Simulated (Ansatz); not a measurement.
## Phonon calculation of SiNH4F

SiNH4F, computed with RKS PBE/def2-SVP (Ansatz 0.2.0).

It belongs to a series of runs on one base structure; here: vibrations at the highest image of the band. Figures and captions count atoms from 1; the log counts them from 0 in places.

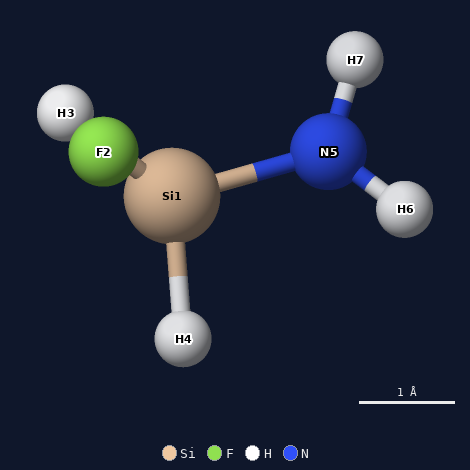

*The input geometry (ball-and-stick view, seen at a tilt; atoms are numbered from 1 in the order of the input).*

Bond lengths as drawn: H–N 1.02 Å, H–Si 1.51 to 1.65 Å and N–Si 1.72 Å.

Summary:

```tsv
quantity	value
outcome	converged
total energy	−12134.3252 eV
mean-field energy	−12134.3252 eV
largest force (length of the vector)	0.032 eV/Å
hardware	1 thread of AMD EPYC (Zen 5), 64 GiB of memory available, shared host
wall time	17 s
peak memory	0.12 GiB
```

Input file:
```yaml
crystal:
  periodic: [false, false, false]
  atoms:
    - { symbol: Si, position_ang: [0.258708, -0.064403, -0.414526] }
    - { symbol: F, position_ang: [0.796438, 0.063636, 1.579432] }
    - { symbol: H, position_ang: [1.523925, -0.085139, 0.639995] }
    - { symbol: H, position_ang: [-0.711774, 1.097454, -0.468501] }
    - { symbol: "N", position_ang: [-0.778552, -1.406964, -0.694782] }
    - { symbol: H, position_ang: [-1.800583, -1.369559, -0.683402] }
    - { symbol: H, position_ang: [-0.428661, -2.364525, -0.763716] }
basis:
  gaussian: { orbitals: def2-SVP }
hamiltonian:
  xc: pbe
phonons: {}
```

Launched with:
```bash
ansatz run input.yaml --threads 1 --pin off --max-ram 2048MiB --backend cpu --events-out ev --progress --plain --runs-dir out
```

Output:
```
Engine: ansatz 0.2.0, x86_64-unknown-linux-gnu
Functional definition: PBE
  parameter kappa = 0.804
  parameter beta = 0.06672455060314922
  exchange = pbe_x(kappa = kappa, mu = beta*pi^2/3)
  correlation = pbe_c(beta = beta)
748 factors; their error is unknown
mean field evaluation 1: about -12126.1995 eV, gradient 6.4e1 eV
mean field evaluation 2: about -12086.0940 eV, gradient 1.3e2 eV
mean field evaluation 4: about -12133.7860 eV, gradient 1.7e1 eV
mean field evaluation 8: about -12134.3785 eV, gradient 1.5e-1 eV
mean field evaluation 16: about -12134.3251 eV, gradient 1.3e-4 eV
mean field -12134.32513716 eV, -445.9282238497 hartree, gradient 1.8e-5 eV, S^2 0.000000; 0 other end points of the search recorded, 0 dependent functions left out
the calculation of the forces begins
reference -12134.32516714 eV, -445.9282249513 hartree; 17, 17 occupied and 49, 49 virtual orbitals, 748 factors
these checks for a lower state are left out or cut short: stability, starts, cluster_reference, orbital_swaps, neighbouring_geometries, increment
748 factors; their error is unknown
mean field -12134.32507759 eV, -445.9282216603 hartree, gradient 2.5e-6 eV, S^2 0.000000; 0 other end points of the search recorded, 0 dependent functions left out
[... from here on the field's lines of each further geometry are left out, up to the last ...]
the calculation of the forces begins
reference -12134.32517534 eV, -445.9282252527 hartree; 17, 17 occupied and 49, 49 virtual orbitals, 748 factors
these checks for a lower state are left out or cut short: stability, starts, cluster_reference, orbital_swaps, neighbouring_geometries, increment
748 factors; their error is unknown
mean field -12134.32512260 eV, -445.9282233146 hartree, gradient 1.2e-6 eV, S^2 0.000000; 0 other end points of the search recorded, 0 dependent functions left out
the calculation of the forces begins
reference -12134.32515258 eV, -445.9282244163 hartree; 17, 17 occupied and 49, 49 virtual orbitals, 748 factors
WARN: phonons: modes at or below zero, which the zero-point energy, F, S and C_V leave out: 1, the lowest at -952.88 cm⁻¹. A minimum has none, and a first-order saddle one
Total energy: -12134.32516714 eV, -445.9282249513 hartree
Atom 0 at     0.258708    -0.064403    -0.414526 Å, force     0.012624     0.000879    -0.018549 eV/Å
Atom 1 at     0.796438     0.063636     1.579432 Å, force     0.014065    -0.001242    -0.020662 eV/Å
Atom 2 at     1.523925    -0.085139     0.639995 Å, force    -0.011163     0.002383     0.029422 eV/Å
Atom 3 at    -0.711774     1.097454    -0.468501 Å, force    -0.006888    -0.003012     0.008336 eV/Å
Atom 4 at    -0.778552    -1.406964    -0.694782 Å, force    -0.017163    -0.013341    -0.003429 eV/Å
Atom 5 at    -1.800583    -1.369559    -0.683402 Å, force    -0.008891     0.015043     0.000337 eV/Å
Atom 6 at    -0.428661    -2.364525    -0.763716 Å, force     0.017416    -0.000710     0.004544 eV/Å
Dipole moment:    -0.266933    -0.334090    -0.285826 e Å
Vibrations: -952.88 176.98 361.73 425.31 524.93 590.12 704.76 769.24 859.70 936.18 1485.49 1809.83 2110.37 3492.07 3595.72 cm⁻¹, zero-point energy 1.106091 eV
```

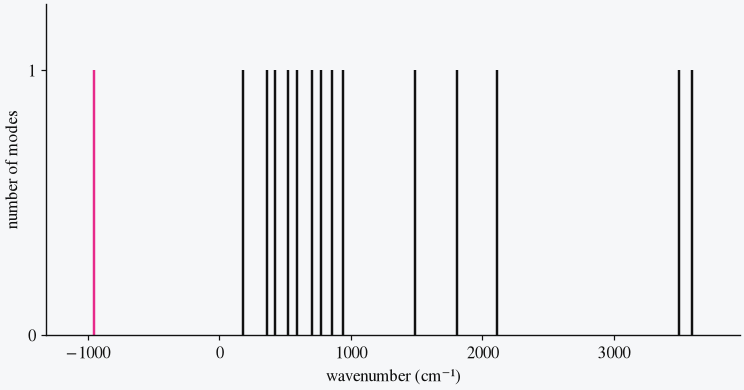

*Harmonic vibrational wavenumbers from the force constants; neighbouring modes closer than 21 cm⁻¹ are counted in one stick, and imaginary ones are drawn at negative wavenumbers.*

15 modes from 953i to 3596 cm⁻¹, 1 imaginary beyond 8i (953i cm⁻¹): a first-order saddle point, if the geometry is stationary.
